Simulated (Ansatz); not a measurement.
ZrNH₅SOF₂: several calculations on one system

**1. Relaxation**

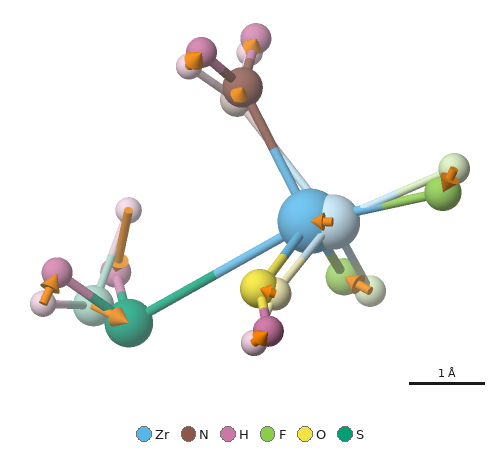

This is a relaxation of ZrNH5SOF2. The starting structure is drawn faded, the final one solid; orange arrows show the displacements, at their true length. The two geometries are superimposed by the best rigid fit.

The picture is a ball-and-stick view, seen at a tilt.

The run prepares an end point of a later path (reaction) calculation, from a guessed geometry.

These are results of Ansatz, RKS PBE0/def2-SVP, not measurements.

Input file:
```yaml
crystal:
  periodic: [false, false, false]
  atoms:
    - { symbol: Zr, position_ang: [0.161125, -0.099457, 0.101559] }
    - { symbol: "N", position_ang: [-0.031408, 0.010495, 2.245823] }
    - { symbol: H, position_ang: [-0.121003, -0.790986, 2.867222] }
    - { symbol: H, position_ang: [0.26477, 0.811835, 2.800611] }
    - { symbol: F, position_ang: [2.019345, -0.214498, -0.309916] }
    - { symbol: F, position_ang: [-0.373675, 1.554516, -0.686456] }
    - { symbol: O, position_ang: [-0.636109, -1.723625, -0.502173] }
    - { symbol: H, position_ang: [-1.072487, -2.417766, -0.997289] }
    - { symbol: S, position_ang: [-3.394484, 0.376912, 1.184098] }
    - { symbol: H, position_ang: [-3.615662, -0.94128, 1.388806] }
    - { symbol: H, position_ang: [-2.243612, 0.356056, 1.953514] }
basis:
  gaussian: { orbitals: def2-SVP }
hamiltonian:
  xc: pbe0
relax:
  f_tol: 0.03
  max_steps: 50
```

Command:
```bash
ansatz run input.yaml --threads 4 --pin off --max-ram 5120MiB --backend cpu --events-out ev --progress --plain --runs-dir out
```

Question: Atoms of which element are displaced furthest, and by how much?

Answer: Hydrogen: up to 1.26 Å, against 0.67 Å for sulfur.

Question: Describe the change and its energy.

Answer: Over 23 accepted moves (25 points after the start) the energy falls by 4.80 kcal/mol. Largest force component: 1.7 eV/Å at the start, 0.015 eV/Å at the end. The line search rejected the trial steps at points 4, 14 of the run. The largest move after the best rigid fit is that of H11, 1.26 Å. By element the largest moves are H 1.26 Å, S 0.67 Å, F 0.45 Å, Zr 0.31 Å, N 0.30 Å, O 0.22 Å. Some distances before and after: Zr1–S9 3.747 → 3.001 Å, Zr1–H11 3.069 → 3.497 Å, Zr1–N2 2.156 → 2.033 Å, S9–H11 1.385 → 1.350 Å. New bonds form, among them: Zr1–S9 (3.75 → 3.00 Å). Among the angles between lasting bonds that change: Zr1–O7–H8 166.2° → 151.5°, F6–Zr1–O7 119.3° → 128.4°, F5–Zr1–F6 103.7° → 96.7°. Cost: 110 s on 4 threads of Intel(R) Xeon(R) Platinum 8259CL CPU @ 2.50GHz (Skylake/Cascade Lake), on a shared host, peak memory 0.38 GiB.

Limits of the set-up: the start holds two separate molecules, 2.3 Å apart at their closest, whose relative position is a soft coordinate and is computed without a dispersion correction.

**2. Relaxation**

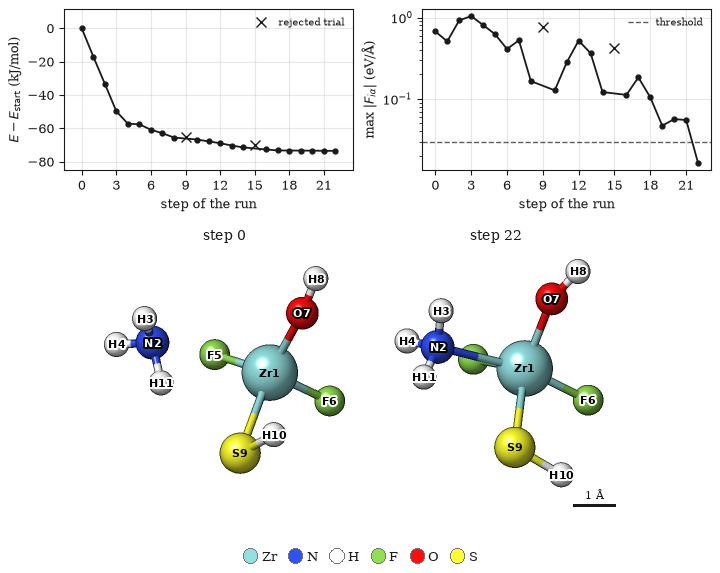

First and last geometry of a relaxation of ZrNH$_{5}$SOF$_{2}$, with the history of the run. Style: ball-and-stick. Shown at a tilt.

The run prepares an end point of a later path (reaction) calculation, from a guessed geometry.

Level of theory: RKS PBE0/def2-SVP (Ansatz 0.2.0). Set-up: no spin polarisation; force threshold 0.03 eV/Å; at most 50 steps.

Q: Did the run converge, and what did it change?

A: It converged. After 20 accepted moves (22 points after the start) the energy has fallen by 73.4 kJ/mol. The largest force component goes from 0.68 to 0.016 eV/Å. The line search rejected the trial steps at points 9, 15 of the run. H10 moves most after the best rigid fit: 1.35 Å. Largest moves by element: H 1.35 Å, O 0.63 Å, F 0.62 Å, Zr 0.55 Å, S 0.55 Å, N 0.41 Å. Some distances before and after: Zr1–H3 4.163 → 2.965 Å, Zr1–H4 3.925 → 2.928 Å, Zr1–N2 3.393 → 2.443 Å, Zr1–H11 3.350 → 3.024 Å. New bonds form, among them: Zr1–N2 (3.39 → 2.44 Å). Bond angles that change, for instance: F6–Zr1–S9 105.1° → 94.5°, Zr1–O7–H8 168.5° → 158.8°, F5–Zr1–S9 112.3° → 121.4°. Groups turn about Zr1–S9 by about 90°. Cost: 100 s on 4 threads of Intel(R) Xeon(R) Platinum 8259CL CPU @ 2.50GHz (Skylake/Cascade Lake), with other jobs on the host, peak memory 0.37 GiB.

Limits of the set-up: the start holds two separate molecules, 2.6 Å apart at their closest, whose relative position is a soft coordinate and is computed without a dispersion correction.

**3. Path**

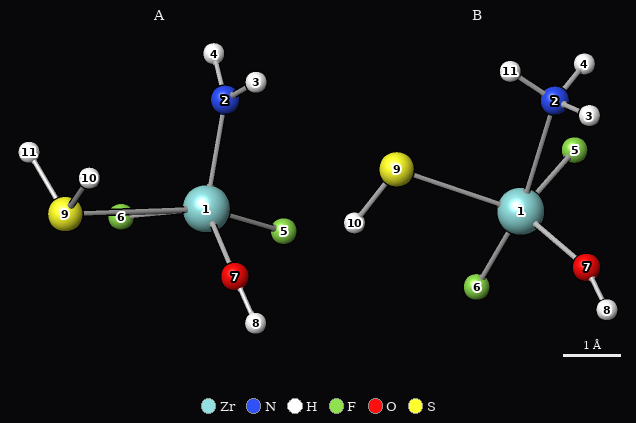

The two relaxed end points of a path for ZrNH$_{5}$SOF$_{2}$. Style: ball-and-stick. Shown at a tilt.

These are results of Ansatz, RKS PBE0/def2-SVP, not measurements.

Settings: 5 movable images; climbing image; force threshold 0.03 eV/Å; iteration limit 60.

Start:
```xyz
11

Zr   -0.0948   -0.1176    0.2797
N     0.1979   -0.2080    2.2892
H     0.2230   -1.0506    2.8592
H     0.5280    0.5696    2.8580
F     1.6628   -0.0978   -0.4929
F    -0.6118    1.6582   -0.2893
O    -0.7523   -1.8246   -0.3569
H    -0.8020   -2.5134   -1.0204
S    -3.0572    0.1244    0.6946
H    -3.2488   -0.7851    1.6731
H    -3.0880    1.1671    1.5515
```

End:
```xyz
11

Zr   -0.7277   -0.0083    0.0607
N    -0.2639   -0.3257    2.4385
H    -0.0396   -1.3007    2.6394
H     0.5564    0.2320    2.6811
F     0.8177    1.1155    0.3103
F    -1.3025    0.5261   -1.6863
O    -0.2940   -1.8691   -0.1327
H    -0.2894   -2.7502   -0.5059
S    -2.9165    0.5206    1.1561
H    -3.5663    0.8340    0.0141
H    -1.0174   -0.0519    3.0705
```

**Predict the minimum-energy path and its barrier.**

Forward barrier 0.18 eV, backward barrier 1.32 eV, with image 2 at the top; the reaction energy is −1.14 eV. A hydrogen atom shifts from one atom to another. Breaking: S9–H11 (1.35 → 1.51 at the top → 2.76 Å). Forming: N2–H11 (3.64 → 1.53 at the top → 1.02 Å). The band converged in 38 iterations. The largest component of the band force went from 47 to 0.03 eV/Å. The climbing image converged on the top of the path. Its vibrational analysis gives one imaginary mode (541i cm⁻¹), as a transition state must have.

Energies of the converged images:

```csv
image,path (Å),E (eV)
0,0.00,0.000
1,1.19,0.039
2,2.37,0.181
3,3.66,-0.837
4,4.94,-0.968
5,6.22,-1.041
6,7.51,-1.144
```

The geometry at the top of the path:

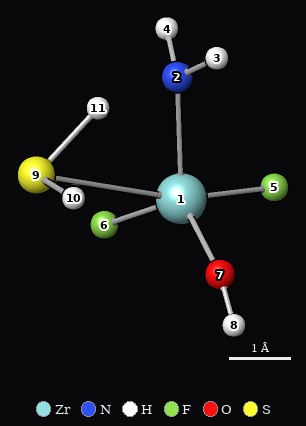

Cost: 13 min on 4 threads of Intel(R) Xeon(R) Platinum 8259CL CPU @ 2.50GHz (Skylake/Cascade Lake) (shared host), peak memory 0.41 GiB.
